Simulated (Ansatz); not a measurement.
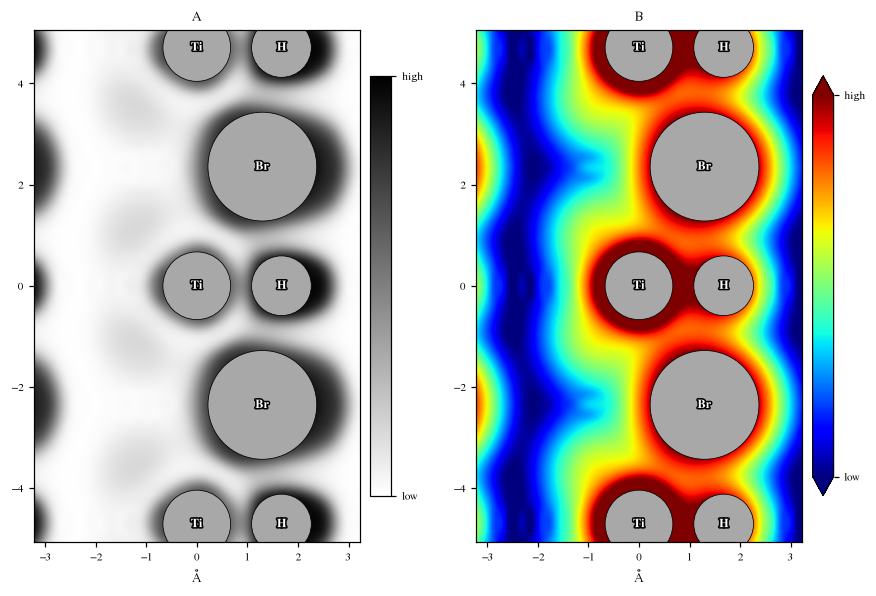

TiH₃Br: 2 fields on the (110) plane of the conventional cell, with unlabelled colour scales. Grey discs cover the atomic cores.

Space group P4mm; a structure generated by program, which may or may not match a known phase; computed without spin polarisation.

The calculation used DFT PBE, scalar-relativistic, plane waves, PAW in Ansatz.

> Match the panels to the quantities (electron localisation function and valence pseudo-density).

Panel A: electron localisation function. Panel B: valence pseudo-density. From the grid: Ti–H (1.67 Å): ρ is about 1.2 e/Å³ halfway; the ELF climbs to about 1 towards the hydrogen. Ti–Br (2.69 Å): the density is about 0.3 e/Å³ at the midpoint, with its minimum of 0.26 e/Å³ about 1.2 Å from Ti; the ELF is about 0.45 at the midpoint.
